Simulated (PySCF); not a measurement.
# CH7ClGeSi (SMILES [CH3][GeH]([SiH3])[Cl]): levels of theory compared

Wanted: a comparison of 4 runs (HF/aug-pcseg-1, HF/def2-TZVP, MP2/6-311G*, CCSD/3-21G) of CH7ClGeSi. The job is set up through a Python script.

Program for the calculation: PySCF 2.14.0.

2 further runs of the same task are left out: 2 set aside as unsound or not needed.

**1. The structure to begin with**

CH7ClGeSi: 11 atoms, total charge 0, spin state singlet. SMILES: `[CH3][GeH]([SiH3])[Cl]`. The shape is that of a PBE0-D4/def2-TZVP optimisation.

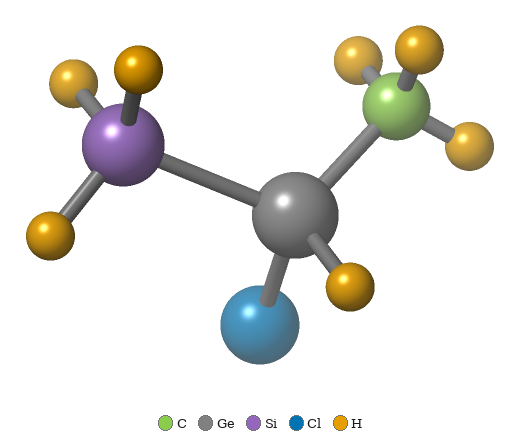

The structure, seen from a chosen angle (carbon green, germanium grey, silicon purple, chlorine blue, hydrogen amber).

**2. Energy and forces at HF/aug-pcseg-1 (run 1)**

run.py reads:

```python
from pyscf import gto, scf

system = gto.M(
    atom=[
    ('C', (-0.906400, 1.559100, -0.194700)),
    ('Ge', (-0.180300, -0.157000, -0.760000)),
    ('Si', (1.206100, -1.231700, 0.853100)),
    ('Cl', (-1.882000, -1.485200, -1.044100)),
    ('H', (-1.438300, 1.444000, 0.749700)),
    ('H', (-1.598300, 1.930700, -0.950800)),
    ('H', (-0.098000, 2.281100, -0.064100)),
    ('H', (0.482200, -0.045600, -2.147000)),
    ('H', (0.447200, -1.375800, 2.122100)),
    ('H', (2.419800, -0.407300, 1.101900)),
    ('H', (1.613200, -2.569400, 0.354600)),
],
    max_memory=1860,
    basis='aug-pcseg-1',
    verbose=3,
)

mf = scf.RHF(system)
mf.kernel()

etot = mf.e_tot
print('E = %.10f Eh' % etot)
grad = mf.nuc_grad_method().kernel()
```

Started as:

```sh
$ OMP_NUM_THREADS=1 python run.py
```

The log of the run:

```text
converged SCF energy = -2865.46339481631
E = -2865.4633948163 Eh
--------------- RHF gradients ---------------
         x                y                z
0 C     0.0020265283    -0.0043073360    -0.0009852689
1 Ge    -0.0062147833    -0.0052405947     0.0060642365
2 Si    -0.0052702234     0.0042044171    -0.0055707612
3 Cl     0.0077031239     0.0059894944     0.0016919893
4 H    -0.0010166014    -0.0011346806     0.0023204411
5 H    -0.0015671511     0.0000828561    -0.0024666427
6 H     0.0022585850     0.0012499291     0.0002126264
7 H     0.0010939286     0.0002653429    -0.0025398056
8 H    -0.0014949121    -0.0001713809     0.0020446751
9 H     0.0019562555     0.0014154965     0.0003320756
10 H     0.0005252499    -0.0023535439    -0.0011035656
----------------------------------------------
```

Wall time 4.5 min (1 thread of Intel Xeon at 2.50GHz (Skylake/Cascade Lake), shared host); peak memory 1 GiB.

**3. Energy and forces at HF/def2-TZVP (run 2)**

run.py reads:

```python
import pyscf.grad
from pyscf import gto, scf

mol = gto.Mole()
mol.atom = [
    ('C', (-0.906400, 1.559100, -0.194700)),
    ('Ge', (-0.180300, -0.157000, -0.760000)),
    ('Si', (1.206100, -1.231700, 0.853100)),
    ('Cl', (-1.882000, -1.485200, -1.044100)),
    ('H', (-1.438300, 1.444000, 0.749700)),
    ('H', (-1.598300, 1.930700, -0.950800)),
    ('H', (-0.098000, 2.281100, -0.064100)),
    ('H', (0.482200, -0.045600, -2.147000)),
    ('H', (0.447200, -1.375800, 2.122100)),
    ('H', (2.419800, -0.407300, 1.101900)),
    ('H', (1.613200, -2.569400, 0.354600)),
]
mol.basis = 'def2-tzvp'
mol.max_memory = 1860
mol.verbose = 3
mol.charge = 0
mol.build()

myscf = scf.RHF(mol)
myscf.kernel()

etot = myscf.e_tot
print('Final energy', etot)
grad = myscf.Gradients().kernel()
```

Started as:

```sh
$ OMP_NUM_THREADS=1 python run.py
```

The log of the run:

```text
converged SCF energy = -2865.83547287056
Final energy -2865.8354728705626
--------------- RHF gradients ---------------
         x                y                z
0 C     0.0024712087    -0.0057957892    -0.0013273674
1 Ge    -0.0003174634    -0.0011997191     0.0055448087
2 Si    -0.0058561220     0.0042460471    -0.0061550257
3 Cl     0.0028848247     0.0020403048     0.0008900313
4 H    -0.0022742622    -0.0015267272     0.0045141409
5 H    -0.0032434377     0.0009149790    -0.0043131590
6 H     0.0044095227     0.0026993008     0.0004082645
7 H     0.0005078750    -0.0000458468    -0.0013440028
8 H    -0.0021625702    -0.0002113978     0.0029794292
9 H     0.0027642528     0.0022042853     0.0003536872
10 H     0.0008161715    -0.0033254369    -0.0015508071
----------------------------------------------
```

Wall time 4.4 min (1 thread of Intel Xeon at 2.50GHz (Skylake/Cascade Lake), shared host); peak memory 1.5 GiB.

Run 3 isn't shown in full; the table further down has it.

**4. Energy and forces at CCSD/3-21G (run 4)**

mol.sdf reads:

```

     RDKit          3D

 11 10  0  0  0  0  0  0  0  0999 V2000
   -0.9064    1.5591   -0.1947 C   0  0  0  0  0  0  0  0  0  0  0  0
   -0.1803   -0.1570   -0.7600 Ge  0  0  1  0  0  4  0  0  0  0  0  0
    1.2061   -1.2317    0.8531 Si  0  0  0  0  0  4  0  0  0  0  0  0
   -1.8820   -1.4852   -1.0441 Cl  0  0  0  0  0  0  0  0  0  0  0  0
   -1.4383    1.4440    0.7497 H   0  0  0  0  0  0  0  0  0  0  0  0
   -1.5983    1.9307   -0.9508 H   0  0  0  0  0  0  0  0  0  0  0  0
   -0.0980    2.2811   -0.0641 H   0  0  0  0  0  0  0  0  0  0  0  0
    0.4822   -0.0456   -2.1470 H   0  0  0  0  0  0  0  0  0  0  0  0
    0.4472   -1.3758    2.1221 H   0  0  0  0  0  0  0  0  0  0  0  0
    2.4198   -0.4073    1.1019 H   0  0  0  0  0  0  0  0  0  0  0  0
    1.6132   -2.5694    0.3546 H   0  0  0  0  0  0  0  0  0  0  0  0
  2  1  1  0
  3  2  1  0
  4  2  1  0
  5  1  1  0
  6  1  1  0
  7  1  1  0
  2  8  1  6
  9  3  1  0
 10  3  1  0
 11  3  1  0
M  END
$$$$
```

calc.py reads:

```python
# [CH3][GeH]([SiH3])[Cl]
import pyscf.grad
from pyscf import gto, scf, cc
from rdkit import Chem

rd = Chem.MolFromMolFile('mol.sdf', removeHs=False, sanitize=False)
xyz = rd.GetConformer().GetPositions()
geom = [(a.GetSymbol(), tuple(x)) for a, x in zip(rd.GetAtoms(), xyz)]
for s, x in geom:
    print('%-2s %12.6f %12.6f %12.6f' % (s, *x))

mol = gto.M(
    atom=geom,
    basis='3-21g',
    spin=0,
    verbose=4,
    max_memory=1860,
)

myscf = scf.RHF(mol)
myscf.kernel()

mycc = cc.CCSD(myscf)
mycc.kernel()
e_tot = mycc.e_tot
print('E(%s) = %.9f' % ('CCSD', e_tot))
grad = mycc.Gradients().kernel()
```

Started as:

```sh
$ OMP_NUM_THREADS=1 python calc.py
```

The log of the run:

```text
C     -0.906400     1.559100    -0.194700
Ge    -0.180300    -0.157000    -0.760000
Si     1.206100    -1.231700     0.853100
[... 7 lines of this table left out ...]
H      1.613200    -2.569400     0.354600

PySCF version 2.14.0

[... 63 lines left out ...]
converged SCF energy = -2851.80127332816
[... 11 lines left out ...]
Init t2, MP2 energy = -2852.06106519286  E_corr(MP2) -0.259791864701977
[... 11 lines left out ...]
CCSD converged
[... 16 lines left out ...]
----------------------------------------------
```

Run time: 93 s. Hardware: 1 thread of Intel Xeon at 2.50GHz (Skylake/Cascade Lake), shared host; peak memory 0.67 GiB.

**5. Overview of the runs**

```csv
run,level,Cartesian functions,frozen core orbitals,energy (Eh),dipole moment (D) of the reference,HOMO energy (eV),LUMO energy (eV),wall time
1,HF/aug-pcseg-1,no,–,-2865.463395,2.71,-10.66,0.74,4.5 min
2,HF/def2-TZVP,no,–,-2865.835473,2.63,-10.62,2.87,4.4 min
3,MP2/6-311G* (Cartesian functions),yes,20,-2866.364858,2.93,-10.69,2.74,2.8 min
4,CCSD/3-21G,no,0,-2852.109351,3.67,-10.71,2.88,93 s
```

**6. Results**

| quantity | value |
| --- | --- |
| run 4: total energy | -2852.10935 Eh |
| run 4: dipole moment (Hartree–Fock density) | 3.67 D |
| run 4: HOMO energy (Hartree–Fock orbitals) | -10.71 eV |
| run 4: LUMO energy (Hartree–Fock orbitals) | 2.88 eV |
| run 4: HOMO–LUMO gap (Hartree–Fock orbitals) | 13.59 eV |
| run 4: correlation energy | -308.1 mEh |
| run 4: T1 diagnostic | 0.005 |
| run 4: largest force on an atom | 1.869 eV/Å |

All runs together took 13 min, the longest 4.5 min.
